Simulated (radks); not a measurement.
## Xe⁺: atomic calculation

System: Xe⁺ (Z = 54, 53 electrons) in the configuration [Kr] 4d9 4f1 5s2 5p5 (4d3/2: 4, 4d5/2: 5, 4f5/2: 1, 5p1/2: 2, 5p3/2: 3).
Method: Dirac Kohn-Sham, PW91, spin-unpolarised, spherical densities, point nucleus (the in-house radial solver radks).

### Key numbers

- outcome: converged
- total energy: −7448.1552 hartree
- kinetic energy: 7913.7885 hartree
- electron–nucleus energy: −18069.4609 hartree
- Hartree energy: 2894.7667 hartree
- exchange–correlation energy: −187.249461 hartree
- radius at density 0.001 e/bohr³: 4.13 bohr
- SCF iterations: 19
- hardware: 1 CPU thread, shared host

### The input
```
Z 54
configuration [Kr] 4d9 5s2 5p5 4f1 6s0 5d0 6p0 5f0
relativity Dirac
functional pw91,pw91
spin unpolarised
j_filling energy
nucleus point
c 137.035999084
```

Energies in input and log are in hartree, lengths in bohr.

### The program's output
```
1s1/2   1   2.0000       -1263.28745639
2s1/2   1   2.0000        -197.31972821
2p1/2   1   2.0000        -185.44729594
2p3/2   1   4.0000        -173.51267295
3s1/2   1   2.0000         -41.05984855
3p1/2   1   2.0000         -36.12638947
3p3/2   1   4.0000         -33.85811557
3d3/2   1   4.0000         -25.17849192
3d5/2   1   6.0000         -24.69885846
4s1/2   1   2.0000          -8.06438201
4p1/2   1   2.0000          -6.30957742
4p3/2   1   4.0000          -5.84971159
4d3/2   1   4.0000          -3.00045869
4d5/2   1   5.0000          -2.92465444
5s1/2   1   2.0000          -1.29014538
5p1/2   1   2.0000          -0.85102803
5p3/2   1   3.0000          -0.79107435
4f5/2   1   1.0000          -0.08508502
4f7/2   1   0.0000          -0.08408158
6s1/2   1   0.0000          -0.27131984
5d3/2   1   0.0000          -0.25755007
5d5/2   1   0.0000          -0.25306673
6p1/2   1   0.0000          -0.19037162
6p3/2   1   0.0000          -0.18380885
5f5/2   1   0.0000          -0.05366267
5f7/2   1   0.0000          -0.05272989
Etot -7448.155216055465
Ekin 7913.788508600377
Encl -18069.46093380842
Eh 2894.7666700844684
Exc -187.24946093189072
err 1.596371107571583e-09
it 19
```

### Slater integrals of the outer shells (hartree)

| integral | value |
| --- | --- |
| F0(4f5/2,4f5/2) | 0.1830 |
| F2(4f5/2,4f5/2) | 0.0643 |
| F4(4f5/2,4f5/2) | 0.0378 |
| F6(4f5/2,4f5/2) | 0.0266 |
| F0(4f5/2,5p3/2) | 0.2595 |
| F2(4f5/2,5p3/2) | 0.0896 |
| G2(4f5/2,5p3/2) | 0.0653 |
| G4(4f5/2,5p3/2) | 0.0444 |
| F0(4f5/2,5p1/2) | 0.2634 |
| F2(4f5/2,5p1/2) | 0.0905 |
| G2(4f5/2,5p1/2) | 0.0661 |
| G4(4f5/2,5p1/2) | 0.0449 |
| F0(4f5/2,5s1/2) | 0.2755 |
| G3(4f5/2,5s1/2) | 0.0543 |
| F0(4f5/2,6s1/2) | 0.1806 |
| G3(4f5/2,6s1/2) | 0.0413 |
| F0(5p3/2,5p3/2) | 0.4324 |
| F2(5p3/2,5p3/2) | 0.2332 |
| F0(5p3/2,5p1/2) | 0.4408 |
| F2(5p3/2,5p1/2) | 0.2373 |

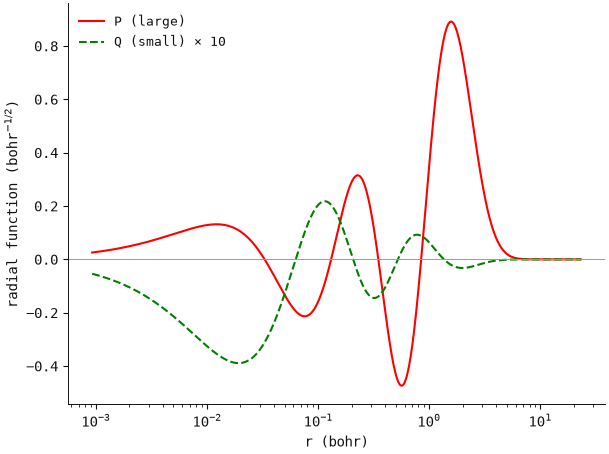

**Figure 1.** The large and small radial components of the 5s1/2 spinor. The spinor has κ = −1: the large component has l = 0 and 4 radial nodes (r = 0.0331, 0.131, 0.348 and 0.846 bohr), the small one has l = 1. The small component carries 0.015 % of the norm; ⟨r⟩ = 1.75 bohr and the eigenvalue is −35.1 eV.

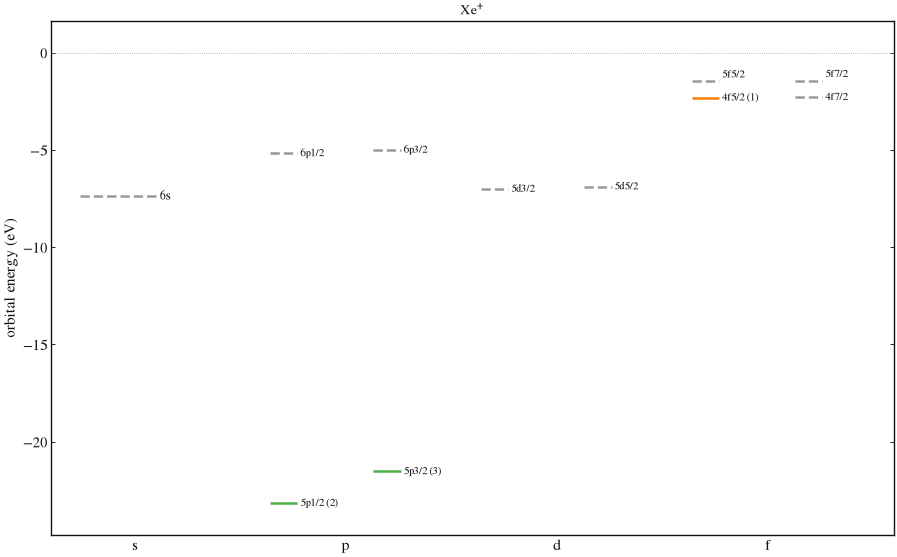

**Figure 2.** The outer levels are drawn by angular momentum (occupations in brackets, the lower j at the left of each column, empty levels dashed). The highest occupied level is 4f5/2 at −2.32 eV. From the top down the occupied levels run 4f5/2 (−2.32 eV), 5p3/2 (−21.5 eV), 5p1/2 (−23.2 eV). The lowest empty level drawn is 6s at −7.38 eV, below the highest occupied one, so this filling isn't the aufbau one. Spin-orbit splittings: 5f 0.0254 eV, 4f 0.0273 eV, 6p 0.179 eV, 5d 0.122 eV. The order isn't aufbau: the empty 6s, 5d3/2 and 5d5/2 levels lie under the highest occupied one.
